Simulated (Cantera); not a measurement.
Input: 1 mol SiH2Cl2, a varied amount of H2, held at 1450 °C and 7.60 mbar.

Method: chemical equilibrium by Gibbs-energy minimisation in Cantera with the NASA 1993 tables (ideal gas, pure condensed phases). Candidate condensed phases: Si; 19 gas species. The tables' values for SiCl3, SiCl are old estimates; treat these amounts as uncertain. Gases not in the tables: Si2H6 and higher silanes. Equilibrium is a limit: real reactors are often held back by kinetics, nucleation or transport.

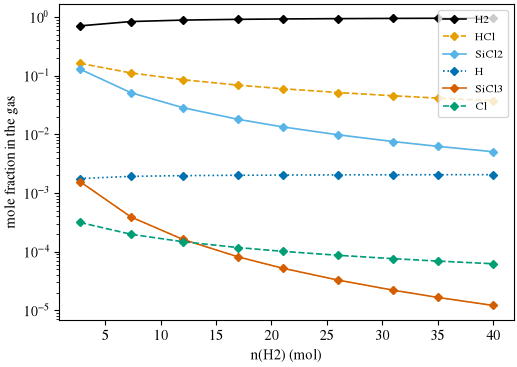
Fig. 1. Equilibrium gas composition (values under 1e-9 drawn at 1e-9)

Q: Read off the mole fractions at 35 mol H2.

A: H2 about 0.95, HCl about 0.041, SiCl2 about 0.0062, H about 0.0020, Cl about 6.9e-5, SiCl3 about 1.7e-5.
